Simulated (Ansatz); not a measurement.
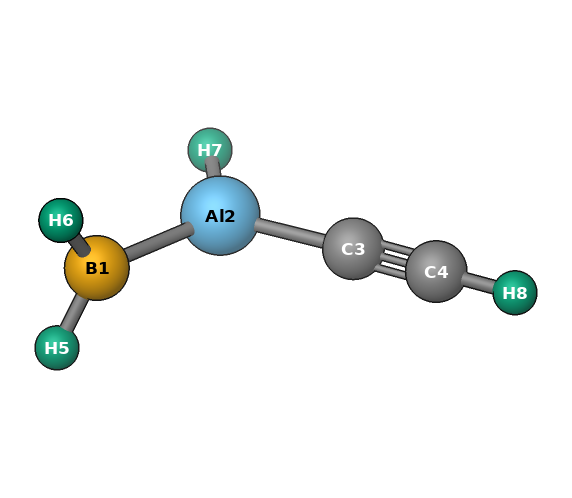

Simulated data, not a measurement (program: Ansatz).

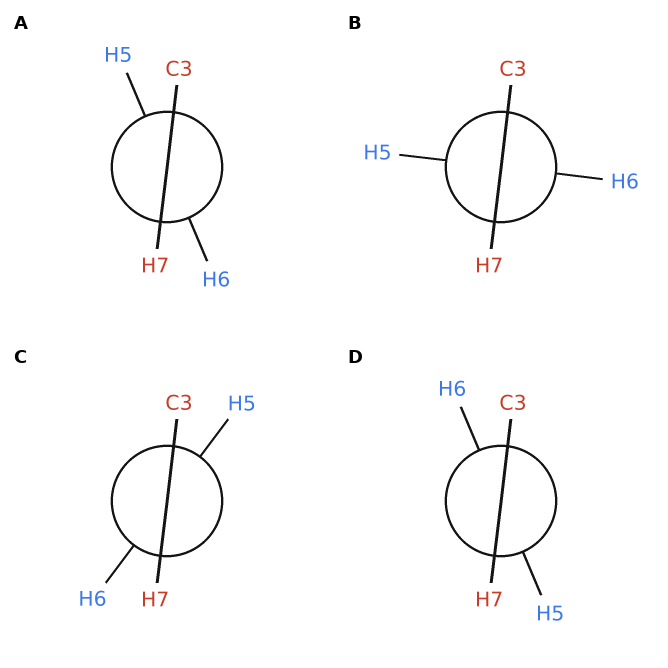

Atoms fade into the background with distance from the viewer. Bonds that would overlap in a projection are set slightly apart. Geometry: moved along internal coordinates away from the minimum.

> Which Newman projection shows the view along Al2–B1, with Al2 in front?

B. The torsion angle C3–Al2–B1–H5 is −90°, about perpendicular.
